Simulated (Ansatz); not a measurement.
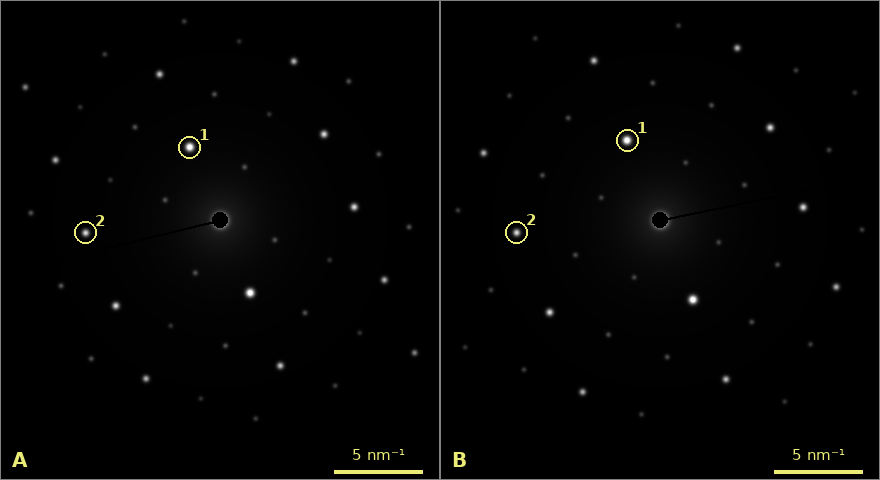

Kinematic electron diffraction patterns (300 kV, B = 0.5 Å², same scale) along [010] of the run's own cell, for the start and the end of one relaxation of Zn2P with DFT PBE, scalar-relativistic, plane waves, PAW in Ansatz. k mesh 20×20×20. The start is a generated model structure, and the relaxation ends in the nearest stationary point of its symmetry, not necessarily the ground state. Spot 1 is 0 0 -1 and spot 2 is -3 0 1 in both.

Start structure:

```
CELL_PARAMETERS angstrom
-1.56298 1.56298 5.08550
1.56298 -1.56298 5.08550
1.56298 1.56298 -5.08550
ATOMIC_POSITIONS crystal
Zn 0.34000 0.34000 0.00000
Zn 0.66000 0.66000 0.00000
P 0.00000 0.00000 0.00000
```

Question: Which pattern belongs to the start structure, and which to the relaxed one?

Answer: A is the start: its cell gives d(1) = 2.210 Å, d(2) = 1.292 Å and an angle of 73.0°. B is the relaxed structure, with d(1) = 2.022 Å (-8.5 %), d(2) = 1.212 Å (-6.2 %) and 72.6°.

Question: What did the relaxation do to the structure and the energy?

Answer: The volume changed by -6.1 % to 15.55 Å³ an atom; with the mean shift removed, the atoms moved by up to 0.07 Å relative to the cell (Zn most); the space group stayed I4/mmm (No. 139); the free energy fell by 54 meV an atom. Relaxed cell: a = 6.052 Å, b = 6.052 Å, c = 6.052 Å, α = 152.67°, β = 152.67°, γ = 39.04°.
